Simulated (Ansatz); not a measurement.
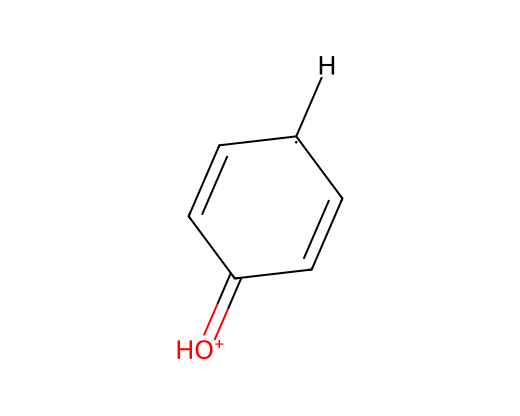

Charge +1, doublet. The geometry was computed by an optimisation with PBE0-D4/def2-TZVP. No frequency run is at hand to confirm it as a minimum. Program: Ansatz 0.2.0.

Compare HOMO energy (eV) at these levels: B3LYP-D4/def2-TZVPP; B97M-V/def2-TZVPP; BLYP-D4/def2-TZVPP; HSE06 (plane-wave form)-D4/def2-TZVPP; PBE-D4/def2-TZVPP; PBE0-D4/def2-TZVPP; SPW92 (LDA)/def2-TZVPP; r2SCAN-D4/def2-TZVPP; r2SCAN0-D4/def2-TZVPP; r2SCANh-D4/def2-TZVPP; revPBE-D4/def2-TZVPP.

| level | HOMO energy (eV) |
| --- | --- |
| B3LYP-D4/def2-TZVPP | −12.56 |
| B97M-V/def2-TZVPP | −11.90 |
| BLYP-D4/def2-TZVPP | −11.49 |
| HSE06 (plane-wave form)-D4/def2-TZVPP | −12.45 |
| PBE-D4/def2-TZVPP | −11.69 |
| PBE0-D4/def2-TZVPP | −12.85 |
| SPW92 (LDA)/def2-TZVPP | −11.80 |
| r2SCAN-D4/def2-TZVPP | −12.03 |
| r2SCAN0-D4/def2-TZVPP | −13.13 |
| r2SCANh-D4/def2-TZVPP | −12.47 |
| revPBE-D4/def2-TZVPP | −11.63 |
